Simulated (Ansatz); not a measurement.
System: chalcopyrite CdSnAs₂. Method: LDA in Ansatz (plane waves, PAW).

Settings: plane-wave cutoff 520 eV, 8×8×8 k mesh, Fermi–Dirac smearing 0.01 eV, scalar-relativistic PAW data made under PBE.

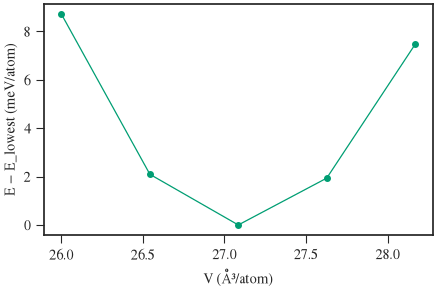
Figure: Total energy against volume

Task: From the curve, estimate the equilibrium volume and the bulk modulus.

Result: V0 ≈ 27.1 Å³/atom and B0 ≈ 60 GPa; the fit gives V0 = 27.086 Å³/atom, B0 = 59.5 GPa, B′ = 4.7.

Shape and atoms are relaxed at each volume.

Note: the gap of the solid is closed in this run; the relaxation could not lower the start's symmetry, so the cell can be a saddle point above a distorted one; this level leaves the solid without a gap, although one is measured; the bulk modulus comes from volumes at which shape and atoms were relaxed.

Spin–orbit coupling is not included; it can open a gap where bands touch, and shift volumes and moduli.

The computed numbers hold no vibrational or temperature effects.

Ansatz is a quantum-chemistry and plane-wave program.
